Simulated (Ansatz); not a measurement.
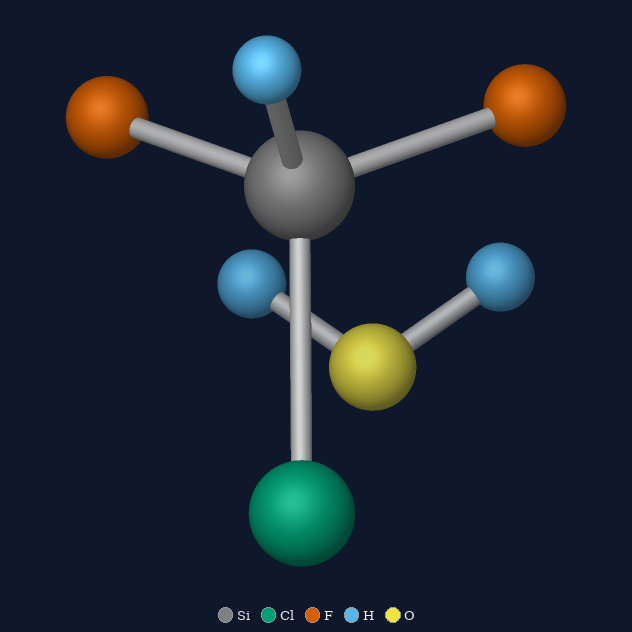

Computed geometry: PBE0-D4/def2-TZVP optimisation. Level of theory: RKS PBE-D4/def2-SVP (Ansatz 0.2.0).

Estimate the dispersion correction.

−15.9 kJ/mol.
